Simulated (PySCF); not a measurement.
# H₄Sn: electronic structure

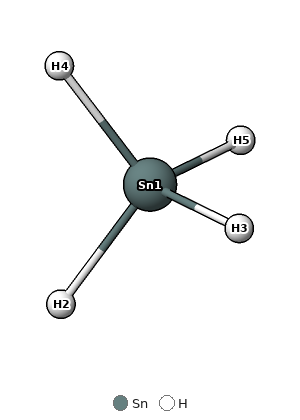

The molecule, with its atoms numbered as below. No frequency check shows the geometry to be a minimum.

Geometry (Å), atoms numbered from 1:

```
Sn1      0.0000   -0.0001    0.0000
H2       0.4585    0.9468   -1.2561
H3      -0.4585    0.9468    1.2561
H4       1.2575   -0.9452    0.4580
H5      -1.2575   -0.9452   -0.4579
```

## 1. Bonding charge

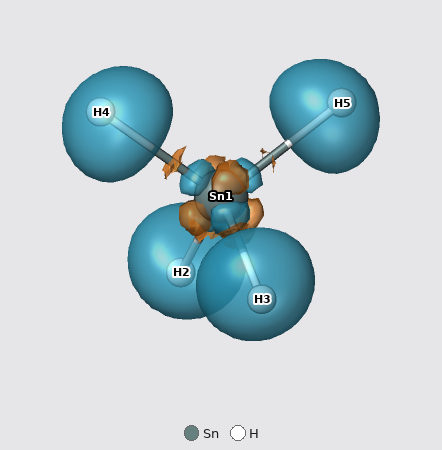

Deformation density (molecule less spherical, spin-averaged free atoms at the same positions), surfaces at ±0.09 e/Å³; light blue: gain, orange: loss.

Method: TPSSh/def2-SVPD; geometry: GFN2-xTB; program: PySCF. Core potentials replace the inner electrons of Sn; spin–orbit coupling isn't included.

> Describe the bonding that the map shows.

Sn1–H5, Sn1–H4, Sn1–H2 and Sn1–H3: +0.19 e/Å³ at the bond critical point (bond length 1.64 Å). In all, 1.0 electrons gather in the regions of gain relative to the promolecule.

## 2. Bond critical points

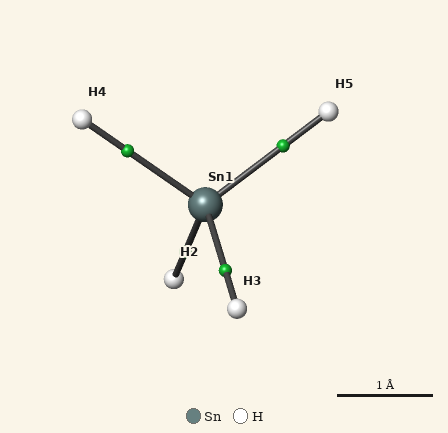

Molecular graph of the electron density (QTAIM): bond paths, bond critical points (green), ring points (magenta, if any); weak paths are dashed.

> How many critical points of each kind are there, and does the count close?

5 nuclei, 4 bond, 0 ring and 0 cage critical points: 5 − 4 + 0 − 0 = 1, as the Poincaré–Hopf relation requires.

> What does the calculation give at each kind of bond critical point?

```csv
bond,length (Å),ρ (a.u.),∇²ρ (a.u.),ε,H (a.u.)
Sn1–H5 (4 alike),1.638,0.123,+0.19,0.00,−0.056
```

> What kind of interaction is Sn1–H5?

Polar or intermediate (positive Laplacian, negative energy density H): ρ = 0.123, ∇²ρ = +0.19, H = −0.056 a.u.

## 3. Electrostatic potential

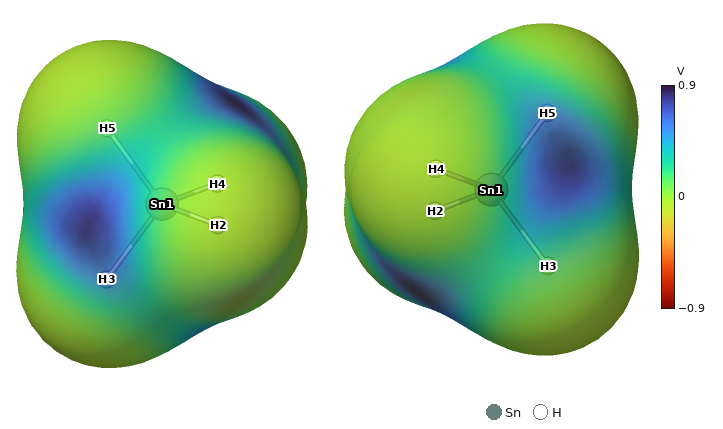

Electrostatic potential on the surface of electron density 0.001 a.u. (back view left, front view right).

> Where are the extremes of the potential on the surface?

Highest: 0.86 V, near Sn1 (2.19 Å), H4 (2.20 Å), H2 (2.23 Å) and H5 (2.35 Å), and at like points elsewhere. Lowest: −0.07 V, 1.5 Å from H2, and at like points elsewhere. The surface is sampled at points, so like sites can differ by a few per cent and only the strongest of them is named.
